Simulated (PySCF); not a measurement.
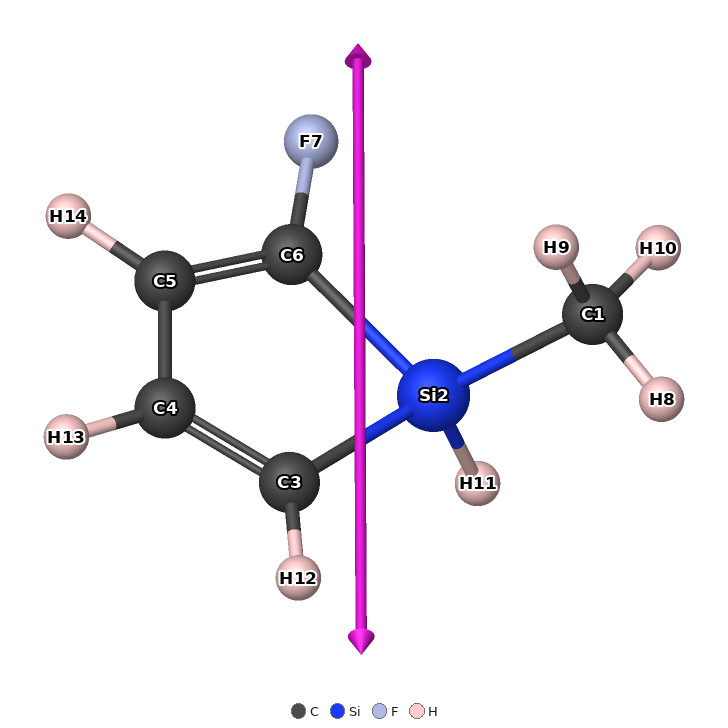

The double arrow shows the direction of the transition dipole to excited singlet state 1 (its length means nothing). The geometry was computed by an optimisation with GFN2-xTB. No frequency run is at hand to confirm it as a minimum. Level of theory: TDDFT ωB97X-D/def2-SVPD, vertical, gas phase, core orbitals frozen in the response (PySCF 2.14.0).

How is the transition polarised?

Nearly parallel to the C4–C5 bond.

Where does the transition lie, and how strong is it?

4.23 eV (293 nm), oscillator strength 0.051, mainly HOMO → LUMO (weight 0.98); transition dipole 1.78 D.

The geometry is semi-empirical. Around Si such bond lengths and angles can be off by a tenth of an ångström or more and by several degrees, and values that hang on the shape move with them.
